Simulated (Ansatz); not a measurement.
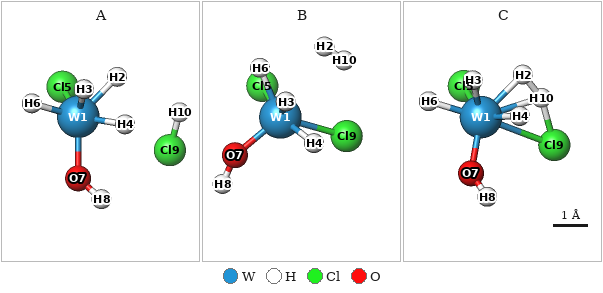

3 geometries from a converged minimum-energy path of WH6OCl2, made up at the start of WH5OCl and HCl, shuffled. Style: ball-and-stick. Shown at a tilt.

These are results of RKS CAM-B3LYP-D4/def2-SVP in Ansatz 0.2.0, not measurements. Run with 5 movable images; climbing image; force threshold 0.05 eV/Å; iteration limit 60; starting path through a guess of the saddle point.

Which frame is the transition state?

Answer. C. In order along the path, whose images run from 0 to 6: A (image 0, 0.0 kJ/mol), C (image 2, +42.1 kJ/mol), B (image 4, −12.2 kJ/mol). Breaking: Cl9–H10 (1.29 → 1.59 at the top → 3.08 Å), W1–H2 (1.68 → 1.81 at the top → 4.43 Å). Forming: H2–H10 (2.47 → 1.02 at the top → 0.76 Å), W1–Cl9 (3.45 → 2.67 at the top → 2.28 Å).

Limits of the set-up: the start holds two separate molecules, 2.5 Å apart at their closest, whose relative position is a soft coordinate.
